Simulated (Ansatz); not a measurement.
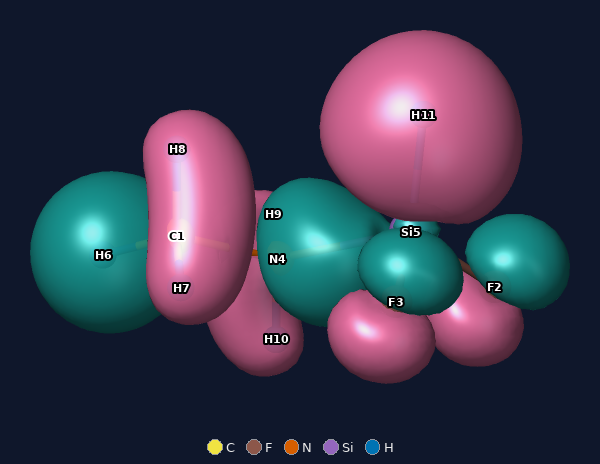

*CH6F2NSi (SMILES C[NH2+][SiH](F)F) (charge +1). The HOMO at ±0.08 Å⁻³ᐟ² (teal and pink are the two phases), seen from one side.*

Geometry: B3LYP-D3(BJ)/def2-SVP.

All numbers below come from isolated molecule in a Gaussian basis; Kohn-Sham density functional theory, functional PBE0 (Ansatz 0.2.0).

The calculation's input:

```
crystal:
  periodic: [false, false, false]
  atoms:
    - {symbol: C, position_ang: [-2.283295, -2.181004, 1.587914]}
    - {symbol: F, position_ang: [-0.536746, -0.973887, -1.875701]}
    - {symbol: F, position_ang: [-3.036735, -0.731923, -1.048965]}
    - {symbol: "N", position_ang: [-1.207292, -1.787417, 0.601675]}
    - {symbol: Si, position_ang: [-1.775101, -1.689477, -1.184888]}
    - {symbol: H, position_ang: [-1.859543, -2.197435, 2.599497]}
    - {symbol: H, position_ang: [-3.095877, -1.447108, 1.525930]}
    - {symbol: H, position_ang: [-2.656982, -3.179029, 1.324157]}
    - {symbol: H, position_ang: [-0.407831, -2.434382, 0.680420]}
    - {symbol: H, position_ang: [-0.821068, -0.865934, 0.862032]}
    - {symbol: H, position_ang: [-2.067444, -3.038567, -1.660373]}
basis:
  gaussian:
    orbitals: def2-TZVPD
total_charge: 1
output: {forces: true, orbitals: {seedname: orbitals}}
hamiltonian:
  xc: {name: PBE0}
```

Launched as:

```sh
ansatz run input.yaml --threads 2 --pin off --max-ram 4350MiB --events-out events.jsonl --progress --plain --runs-dir runs
```

**Describe this orbital and give its energy.**

It lies mainly on H11 (about 20 %), Si5 (about 20 %), N4 (about 15 %), C1 (about 15 %), F2 (about 10 %) and H6 (about 10 %). Its energy is −16.07 eV.
